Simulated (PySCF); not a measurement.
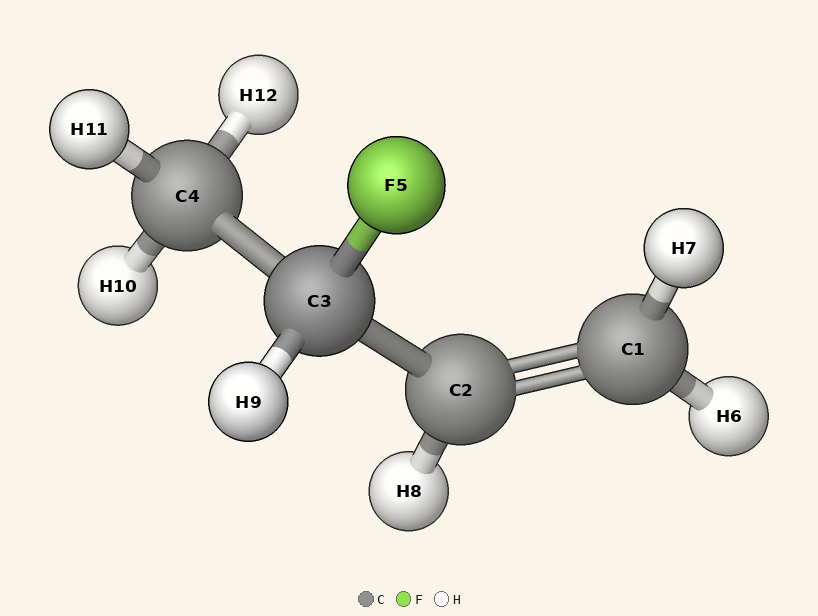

The computed structure is the end point of a GFN2-xTB optimisation. No frequency run is at hand to confirm it as a minimum. Method: delta-SCF UKS SCAN, pcX-2 on the ionised atom, pcseg-1 elsewhere, spin-free X2C (PySCF 2.14.0).

Give the core-electron binding energies (to vacuum) of C1 1s, C2 1s, C3 1s, C4 1s, F5 1s.

```tsv
atom	level	binding energy (eV)
C1	1s	290.3
C2	1s	290.7
C3	1s	293.1
C4	1s	290.9
F5	1s	692.2
```
